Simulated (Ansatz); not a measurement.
## Ta (Im-3m): phonon-mediated transition temperature

Wanted: λ, ω_log and Tc of Ta (Im-3m). The cell shown first is a relaxed one, from steps not shown here.

Program: Ansatz 0.2.0. Level of theory: DFT PBE, scalar-relativistic, plane waves, PAW; PAW set soft_1, in the first sound run; inputs show where later runs differ. Results are calculated unless marked as measured.

The experiments to compare with:

“Surface-resistance measurements using superconducting stripline resonators” (2013, arxiv:1309.5331) reports for Ta, by microwave stripline resonator (foil much thicker than the skin depth): superconducting transition temperature (superconducting transition seen in surface resistance) 4.5 K.

Most raw output is cut from this account.

## (1) The cell after earlier relaxation steps

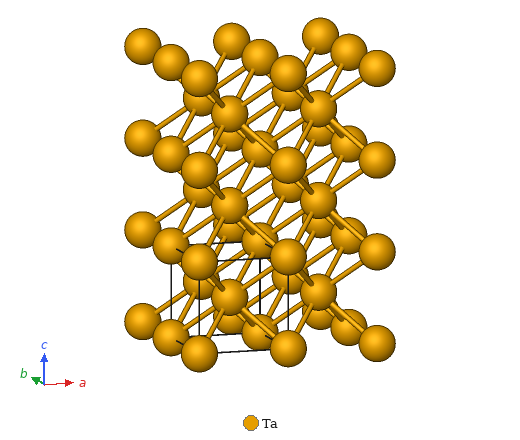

The cell as given, slightly off an axis (tantalum orange). 2×2×3 cells are drawn. This picture shows the conventional cell, with its axes. Some periodic images of atoms are drawn too.

As a file:

```cif
data_structure
_symmetry_space_group_name_H-M 'Im-3m'
_symmetry_Int_Tables_number 229
_cell_length_a 3.3158
_cell_length_b 3.3158
_cell_length_c 3.3158
_cell_angle_alpha 90.000
_cell_angle_beta 90.000
_cell_angle_gamma 90.000
_cell_volume 36.45
loop_
_atom_site_label
_atom_site_type_symbol
_atom_site_symmetry_multiplicity
_atom_site_Wyckoff_symbol
_atom_site_fract_x
_atom_site_fract_y
_atom_site_fract_z
_atom_site_occupancy
Ta1 Ta 2 a 0.00000 0.00000 0.00000 1
```

## (2) Resistivity: finite displacements

The run that gives the couplings also evaluates McMillan's and Allen and Dynes's formulas and, where asked, the Eliashberg equations, over a range of μ*.

File input.yaml:

```yaml
crystal:
  lattice:
    - [-1.6578762662, 1.6578762662, 1.6578762662]
    - [1.6578762662, -1.6578762662, 1.6578762662]
    - [1.6578762662, 1.6578762662, -1.6578762662]
  atoms:
    - { symbol: Ta, position: [0.0, 0.0, 0.0] }
kpoints:
  mp_grid: { grid: [12, 12, 12] }
hamiltonian:
  xc: pbe
  pseudopotentials: { kind: paw, azcp: { folder: soft_1 } }
scf:
  occupations: { method: methfessel_paxton, width: 0.2 }
output:
  eigenvalues: true
phonons:
  method: fd
  supercell: [4, 4, 4]
  temperatures: { t_max: 1000, t_step: 50 }
  qpath:
    path:
      - [[0.0, 0.0, 0.0], [0.5, -0.5, 0.5], [0.0, 0.0, 0.5], [0.0, 0.0, 0.0], [0.25, 0.25, 0.25], [0.5, -0.5, 0.5]]
      - [[0.25, 0.25, 0.25], [0.0, 0.0, 0.5]]
    npoints: 6
  electrical_resistivity:
    mesh: [20, 20, 20]
    temperatures: [20.0, 50.0, 80.0, 100.0, 150.0, 200.0, 273.0, 300.0, 400.0, 500.0, 600.0, 800.0]
  superconductivity: { mesh: [20, 20, 20], eliashberg_equations: false }
```

On the command line:

```sh
> ansatz run input.yaml --threads 16 --pin off --max-ram 92160MiB --backend cuda --events-out ev --progress --plain --runs-dir out --max-vram 78GiB
```

It took 27 s on 1 × NVIDIA GB200 with 16 threads of Arm Neoverse V2, shared host; peak memory 2.8 GiB; 4.5 min of CPU time.

Numbers from this step:

| Property | Result |
| --- | --- |
| volume per atom | 18.23 Å³/atom |
| metallic on mesh | yes |
| gap on the k-mesh | 0 eV |
| zero-point energy | 0.02001 eV/cell |
| share of imaginary modes in the plain interpolation between solved wavevectors | 0 |
| highest frequency, solved or plainly interpolated | 163.7 cm⁻¹ |
| Debye temperature (second moment) | 208 K |
| resistivity at 300 K | 13.69 μΩ cm |
| coupling constant λ | 0.9405 |
| density of states at the Fermi level | 0.6545 states/eV a spin and cell |
| log mean phonon energy ħω_log | 12.23 meV |
| transport coupling constant λ_tr | 0.9038, 0.9038, 0.9038 (xx, yy, zz) |
| Drude plasma energy | 8.703, 8.703, 8.703 eV (xx, yy, zz) |
| resistivity times mean free path | 4.316, 4.316, 4.316 × 10⁻¹⁶ Ω m² (xx, yy, zz) |
| second-moment phonon energy ħω₂ | 13.6 meV |
| coupling λ by branch | 0.398, 0.313, 0.23 (branches by rank of frequency) |

Transition temperatures:

| μ* | McMillan Tc (K) | Allen–Dynes Tc (K) |
| --- | --- | --- |
| 0.08 | 9.9 | 10.5 |
| 0.1 | 8.96 | 9.45 |
| 0.12 | 8.03 | 8.44 |
| 0.13 | 7.58 | 7.95 |
| 0.14 | 7.14 | 7.47 |
| 0.16 | 6.27 | 6.54 |
| 0.2 | 4.65 | 4.83 |

## (3) Coupling and resistivity: r2SCAN at its own relaxed cell

The functional sets the lattice constant, the bands and the force constants.

This step: DFT r2SCAN, scalar-relativistic, plane waves, PAW; PAW set soft_1 (Ansatz 0.2.0).

Edit input.yaml of step 2 so:

```diff
@@ -2,5 +2,5 @@
   lattice:
-    - [-1.6578762662, 1.6578762662, 1.6578762662]
-    - [1.6578762662, -1.6578762662, 1.6578762662]
-    - [1.6578762662, 1.6578762662, -1.6578762662]
+    - [-1.6516819436, 1.6516819436, 1.6516819436]
+    - [1.6516819436, -1.6516819436, 1.6516819436]
+    - [1.6516819436, 1.6516819436, -1.6516819436]
   atoms:
@@ -10,3 +10,3 @@
 hamiltonian:
-  xc: pbe
+  xc: r2scan
   pseudopotentials: { kind: paw, azcp: { folder: soft_1 } }
@@ -17,4 +17,4 @@
 phonons:
-  method: fd
-  supercell: [4, 4, 4]
+  method: dfpt
+  qmesh: [4, 4, 4]
   temperatures: { t_max: 1000, t_step: 50 }
```

It took 79 s on 1 × NVIDIA GB200 with 16 threads; peak memory 2.5 GiB; 13 min of CPU time.

This step gave:

| Item | Value |
| --- | --- |
| volume per atom | 18.02 Å³/atom |
| zero-point energy | 0.01936 eV/cell |
| highest frequency, solved or plainly interpolated | 167.7 cm⁻¹ |
| Debye temperature (second moment) | 202 K |
| resistivity at 300 K | 14.63 μΩ cm |
| coupling constant λ | 1.028 |
| density of states at the Fermi level | 0.613 states/eV a spin and cell |
| log mean phonon energy ħω_log | 12.25 meV |
| transport coupling constant λ_tr | 0.9948, 0.9948, 0.9948 (xx, yy, zz) |
| Drude plasma energy | 8.814, 8.814, 8.814 eV (xx, yy, zz) |
| resistivity times mean free path | 4.363, 4.363, 4.363 × 10⁻¹⁶ Ω m² (xx, yy, zz) |
| second-moment phonon energy ħω₂ | 13.69 meV |
| coupling λ by branch | 0.439, 0.347, 0.242 (branches by rank of frequency) |

Transition temperatures:

| μ* | McMillan Tc (K) | Allen–Dynes Tc (K) |
| --- | --- | --- |
| 0.08 | 11.3 | 12.1 |
| 0.1 | 10.3 | 11 |
| 0.12 | 9.38 | 9.92 |
| 0.13 | 8.91 | 9.41 |
| 0.14 | 8.45 | 8.9 |
| 0.16 | 7.55 | 7.92 |
| 0.2 | 5.84 | 6.09 |

## (4) Resistivity: spin–orbit coupling

Spin–orbit coupling splits bands near the Fermi level of heavy elements; the run uses the base functional.

This step: DFT PBE, spin-orbit coupling, plane waves, PAW; PAW set soft_1 (Ansatz 0.2.0).

input.yaml, the sections that differ from step 3:

```yaml
crystal:
  lattice:
    - [-1.6578762662, 1.6578762662, 1.6578762662]
    - [1.6578762662, -1.6578762662, 1.6578762662]
    - [1.6578762662, 1.6578762662, -1.6578762662]
  atoms:
    - { symbol: Ta, position: [0.0, 0.0, 0.0] }
hamiltonian:
  xc: pbe
  pseudopotentials: { kind: paw_fr, azcp: { folder: soft_1 } }
magnetization:
  noncollinear: true
  spin_orbit: true
# kpoints, scf, output, phonons: as in step 3
```

Wall time 45 s (1 × NVIDIA GB200 with 16 threads); peak memory 6.9 GiB.

This step gave:

- volume per atom: 18.23 Å³/atom
- zero-point energy: 0.01984 eV/cell
- highest frequency, solved or plainly interpolated: 164.1 cm⁻¹
- Debye temperature (second moment): 206 K
- resistivity at 300 K: 14.46 μΩ cm
- coupling constant λ: 0.938
- density of states at the Fermi level: 0.6742 states/eV a spin and cell
- log mean phonon energy ħω_log: 12.14 meV
- transport coupling constant λ_tr: 0.9079, 0.9079, 0.9079 (xx, yy, zz)
- Drude plasma energy: 8.489, 8.489, 8.489 eV (xx, yy, zz)
- resistivity times mean free path: 4.361, 4.361, 4.361 × 10⁻¹⁶ Ω m² (xx, yy, zz)
- second-moment phonon energy ħω₂: 13.53 meV
- coupling λ by branch: 0.403, 0.308, 0.227 (branches by rank of frequency)

Transition temperatures:

| μ* | McMillan Tc (K) | Allen–Dynes Tc (K) |
| --- | --- | --- |
| 0.08 | 9.79 | 10.4 |
| 0.1 | 8.85 | 9.34 |
| 0.12 | 7.94 | 8.34 |
| 0.13 | 7.49 | 7.85 |
| 0.14 | 7.05 | 7.38 |
| 0.16 | 6.19 | 6.46 |
| 0.2 | 4.59 | 4.76 |

The Eliashberg function α²F has structure finer than the step of the table below, so its rows give means over 1 meV, whole bins alone (the curve runs from 0.079 to 20.2 meV). Peaks (meV: height): α²F 11.2: 0.898, 17.5: 1.97; α²F tr 11.2: 0.962, 17.5: 1.79.

The Eliashberg function α²F by phonon energy; means over each step:

| phonon energy (meV) | α²F | α²F tr |
| --- | --- | --- |
| 1 | 3.8e-4 | 2.3e-5 |
| 2 | 0.00355 | 5.1e-4 |
| 3 | 0.0105 | 0.00307 |
| 4 | 0.0236 | 0.0110 |
| 5 | 0.0471 | 0.0302 |
| 6 | 0.0798 | 0.0645 |
| 7 | 0.116 | 0.109 |
| 8 | 0.140 | 0.135 |
| 9 | 0.170 | 0.162 |
| 10 | 0.272 | 0.267 |
| 11 | 0.707 | 0.735 |
| 12 | 0.529 | 0.568 |
| 13 | 0.394 | 0.416 |
| 14 | 0.426 | 0.466 |
| 15 | 0.400 | 0.445 |
| 16 | 0.519 | 0.496 |
| 17 | 1.08 | 0.940 |
| 18 | 0.896 | 0.888 |
| 19 | 0.159 | 0.154 |

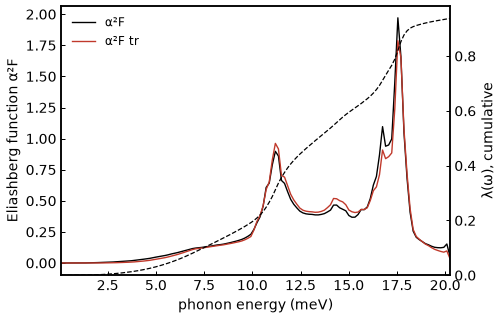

Eliashberg function α²F against phonon energy. The dashed line is the running λ.

## (5) Summary of results

```json
{
 "meshes": "q 4×4×4, k 12×12×12, scattering 20×20×20",
 "coupling constant λ": "0.938",
 "log mean phonon energy ħω_log": "12.1 meV",
 "Allen–Dynes Tc at μ* = 0.1": "9.34 K",
 "Allen–Dynes Tc at μ* = 0.13": "7.85 K"
}
```

In the last run (PBE, spin–orbit coupling, q 4×4×4, k 12×12×12, scattering 20×20×20), with λ = 0.94 and ħω_log = 12.1 meV, Tc at μ* = 0.13 is 7.5 K by McMillan's formula and 7.8 K by Allen and Dynes's. Raising μ* from 0.10 to 0.16 lowers the Allen–Dynes value from 9.3 to 6.5 K. By the run's own test λ is not converged in the fine mesh: it moves by 2 % between the two finest, and by up to 2 % in the other runs. The run's transport test calls it not converged in the mesh; ρ(300 K) moves by 6 % in the component that moves most. λ of these runs moves by 0 to 2 % between their two finest meshes, and Tc by more, so small gaps between the runs or to the measured value rank nothing. Over the runs, λ takes the values 0.941, 1.03 and 0.938, in the order shown. μ* is a typed number, phonons are harmonic, and spin fluctuations are left out; at μ* = 0.13 McMillan's formula turns 1 % in λ into about 1.9 % in Tc.

Computed beside measured:

```
                                                   quantity  measured  Allen–Dynes, PBE, q 4×4×4, fine 20×20×20, displacements  Allen–Dynes, r2SCAN, q 4×4×4, fine 20×20×20  Allen–Dynes, PBE SOC, q 4×4×4, fine 20×20×20
superconducting transition temperature (μ* = 0.13) (kelvin)       4.5                                           7.95 (+76.7 %)                              9.41 (+109.1 %)                                7.85 (+74.4 %)
```

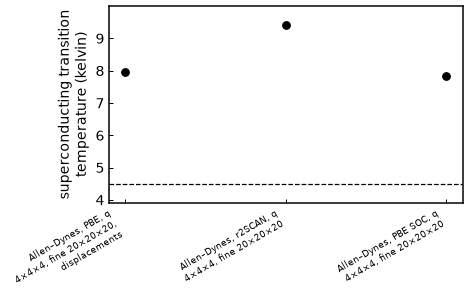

The superconducting transition temperature by level; the dashed line is the measured value.

Measured values from arxiv:1309.5331 (2013).

How well it matches: For the superconducting transition temperature, of the levels listed nearest comes Allen–Dynes, PBE SOC, q 4×4×4, fine 20×20×20 (+74.4 %, a clear miss) and farthest Allen–Dynes, r2SCAN, q 4×4×4, fine 20×20×20 (+109.1 %, a clear miss). Limits of convergence are named above.

[Logs are printed without paths, hosts, clocks, repeated set-up lines and the standing remarks that a program may print on its own settings, such as how far it seeks lower states.]

[Hosts, paths, dates, database ids (printed as entryN), source tags and the programs' standing remarks are cut or masked in the printed files.]
